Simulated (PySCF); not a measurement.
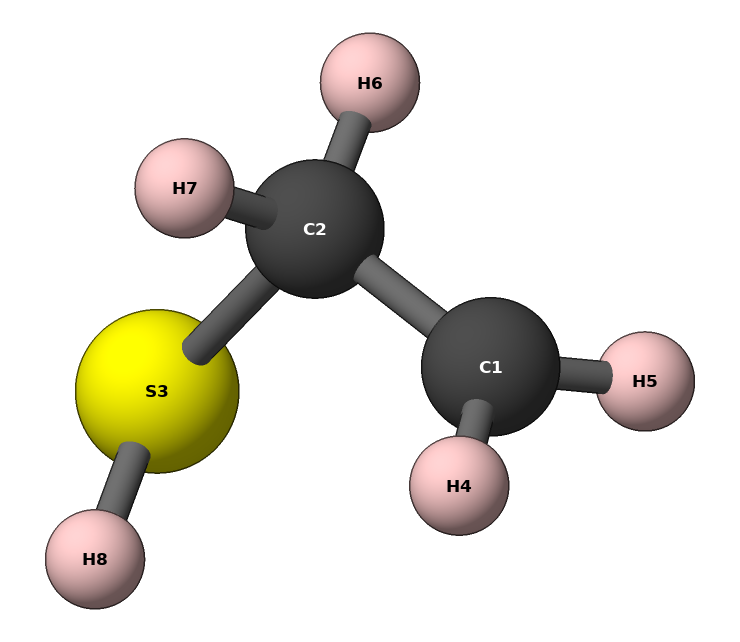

The questions are on Mulliken spin populations. The species is neutral and a spin doublet. The geometry was computed by an optimisation with GFN2-xTB. No frequency run is at hand to confirm it as a minimum. Level of theory: UKS B3LYP, pcH-1 on C H S, non-relativistic (PySCF 2.14.0).

Give the Mulliken spin populations atom by atom.

```json
{"atom": "C1", "value (e)": "0.95"}
{"atom": "C2", "value (e)": "−0.10"}
{"atom": "S3", "value (e)": "0.21"}
{"atom": "H4", "value (e)": "−0.04"}
{"atom": "H5", "value (e)": "−0.04"}
{"atom": "H6", "value (e)": "0.01"}
{"atom": "H7", "value (e)": "0.01"}
{"atom": "H8", "value (e)": "0.00"}
```

Mulliken values depend strongly on the basis set.
